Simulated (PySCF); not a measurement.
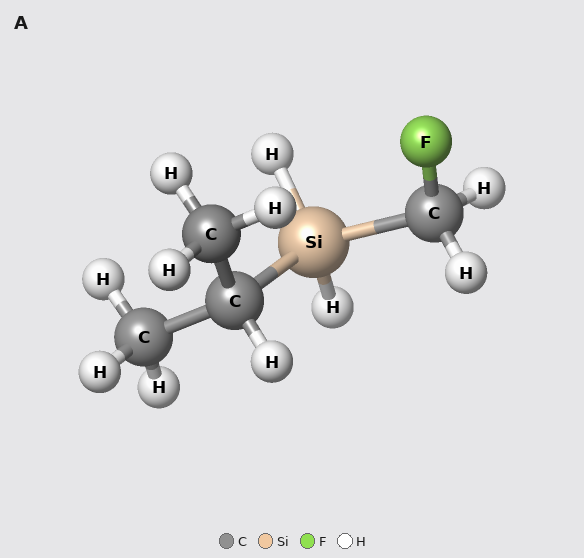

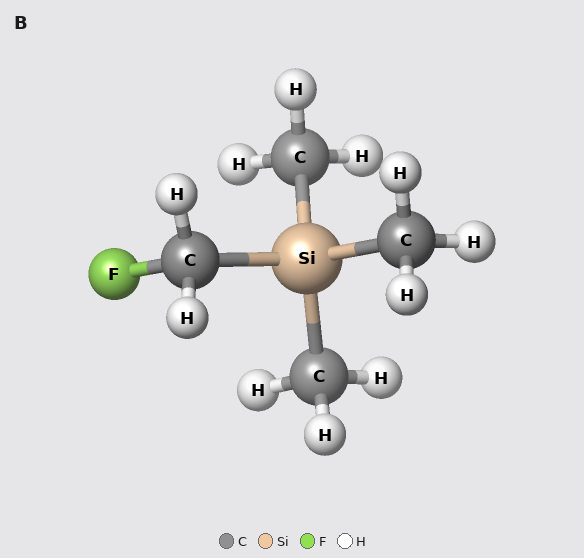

2 stationary structures of one formula. Geometries: GFN2-xTB. Electronic energies: PBE0/pcSseg-1 (PySCF 2.14.0), without zero-point energy. No frequency run is at hand to confirm each as a minimum. Each is one conformer, not always the lowest.

**How are they related?**

They are constitutional isomers of C4H11FSi: A `CC(C)[SiH2]CF`, B `C[Si](C)(C)CF`.

**Which structure is the most stable?**

B is lowest; A lies 0.999 eV above it.

The geometry is semi-empirical. Around Si such bond lengths and angles can be off by a tenth of an ångström or more and by several degrees, and values that hang on the shape move with them.
